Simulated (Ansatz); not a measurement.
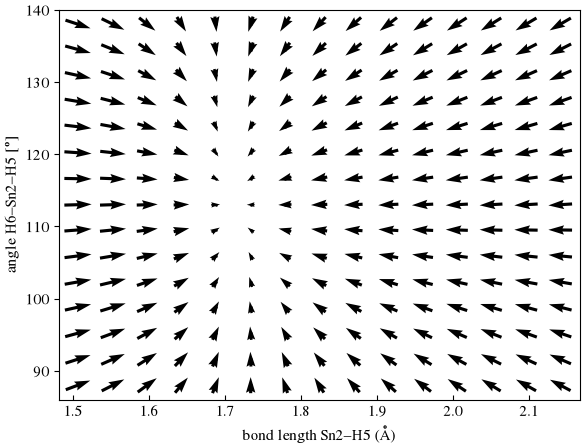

H₄OSn, SMILES [OH][SnH3]. The first coordinate is: bond length Sn2–H5; the second: angle H6–Sn2–H5. Nothing is relaxed (all other coordinates rigid). The grid has 15 × 15 points. Level of theory: RKS SPW92 (LDA)/def2-TZVP in Ansatz 0.2.0.

The picture shows dots at the grid points, arrows along the force (downhill), their lengths compressed.

**The arrows alone are given. Where is the energy lowest?**

The arrows converge at about bond length Sn2–H5 = 1.713 Å, angle H6–Sn2–H5 = 113° (read from the interpolated surface).

The energy map of the same scan:

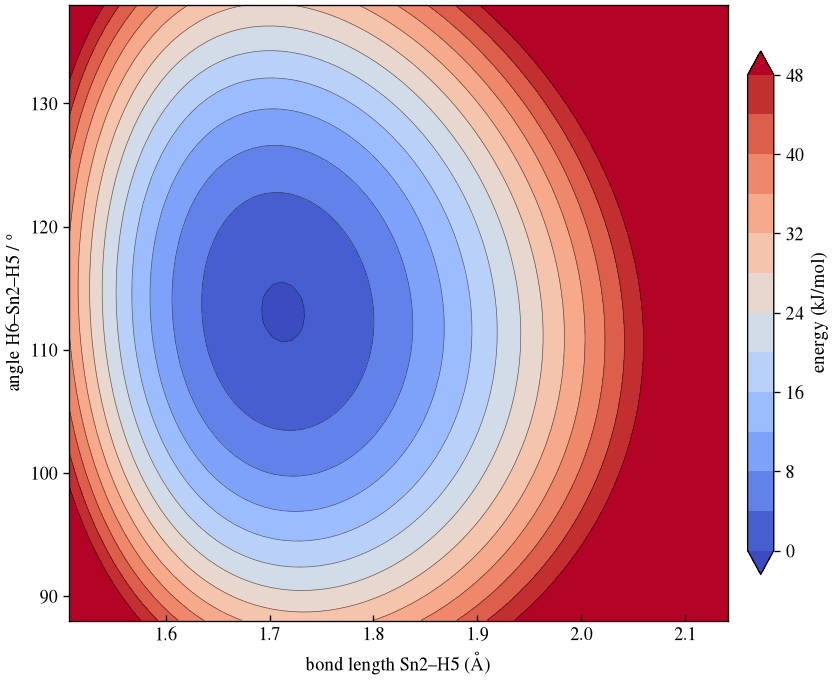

Energies are in kJ/mol, from the lowest grid point; between grid points the surface is interpolated.
